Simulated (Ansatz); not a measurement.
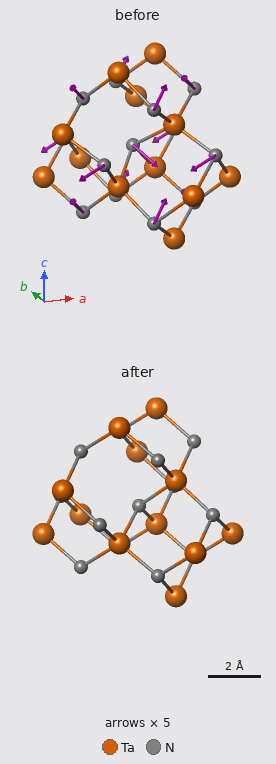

The structure of solid Ta3N4 (a generated structure, set up in P-43m) (coarse preliminary run) before (top) and after (bottom) a relaxation, at one scale. The purple arrows give the displacements (the part carried along by the change of the cell is left out), magnified 5 times.

The picture is a ball-and-stick view of the atoms within 4.2 Å of the atom that moves most (axes of the cell of the calculation), seen slightly off an axis.

All numbers below come from Ansatz, DFT PBE, scalar-relativistic, plane waves, PAW. Settings: plane-wave cutoff 420 eV; k-point mesh 4 × 4 × 4; occupations gaussian; smearing width 0.1 eV; no spin polarisation; cell and atoms relaxed; force threshold 0.04 eV/Å; at most 70 steps.

Q: Summarise the run.

A: The largest moves relative to the cell, 0.27 Å, are those of N atoms. Ta stays in place. The volume changes by +4.9 %, with a = b = c 4.611 → 4.685 Å (+1.6 %). Among the contacts that change: N–Ta 2.076 → 2.010 Å, Ta–Ta 3.261 → 3.313 Å. Among the angles between lasting bonds that change: N–Ta–N 120.4° → 106.4°, Ta–N–Ta 103.5° → 111.0°, N–Ta–N 104.3° → 111.1°. The space group stays P-43m (No. 215). After 4 accepted moves (5 points after the start) the energy has fallen by 166 meV per atom. The largest force component goes from 1.4 to 0.00046 eV/Å. The pressure goes from −10.97 to 0.21 GPa. The SCF was repeated once at an unchanged geometry on a basis and grid sized afresh for the cell, which shifted the energy by 1.9 meV per atom at most. The run took 9.7 s on 1 thread of Intel(R) Xeon(R) 6975P-C (Granite Rapids), with other jobs on the host, peak memory 0.4 GiB.
